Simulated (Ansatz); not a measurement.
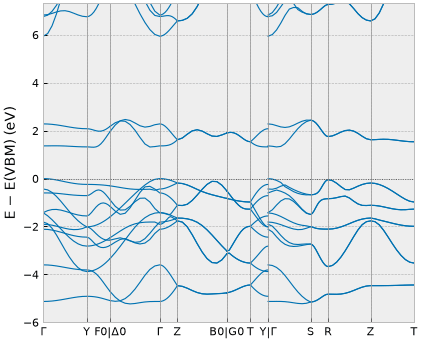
Figure. Band structure from DFT-PBE+D3(BJ) in the program Ansatz with PAW potentials

**Question.** Read off the gap and where the band edges lie.

**Answer.** About 1.3 eV (1.31 eV by a search for the band edges); maximum at Γ, minimum on the Y–F0 line, 27 % of the way from Y.

The material is Br (molecular I2 type, Cmce).

The cell was relaxed with PBE+D3(BJ) under the symmetry of its start. The substance is a gas or liquid at ambient conditions; this is its low-temperature solid. Spin–orbit coupling is left out wherever it is not named.

Potentials: the later of the program's two PAW sets.
